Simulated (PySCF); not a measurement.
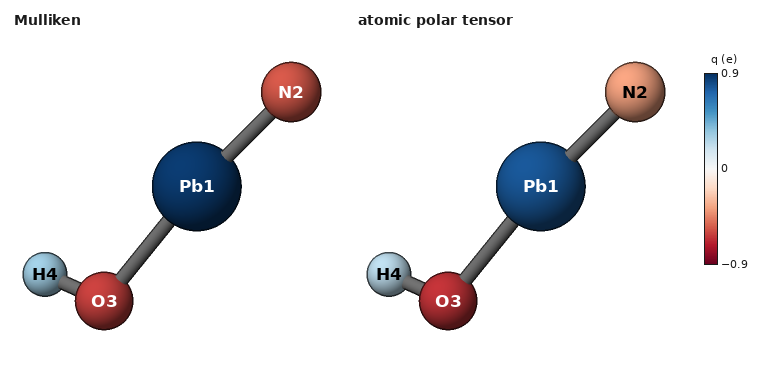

Atomic charges of one calculation by 2 schemes, on one colour scale. The geometry was computed by an optimisation with PBE0/def2-TZVP with core potentials. Method: PBE0/def2-TZVP, core potentials on Pb (PySCF 2.14.0).

Which scheme gives the most polar picture (largest mean size of the charges)?

Answer. The Mulliken charges are the largest in size here.

On which atom do the schemes disagree most?

Answer. On N2 (from −0.56 to −0.37 e).

List the charges (e), one line for each set of equivalent atoms.

```json
{"atom": "Pb1", "Mulliken": "0.86", "atomic polar tensor": "0.77"}
{"atom": "N2", "Mulliken": "−0.56", "atomic polar tensor": "−0.37"}
{"atom": "O3", "Mulliken": "−0.62", "atomic polar tensor": "−0.65"}
{"atom": "H4", "Mulliken": "0.32", "atomic polar tensor": "0.24"}
```
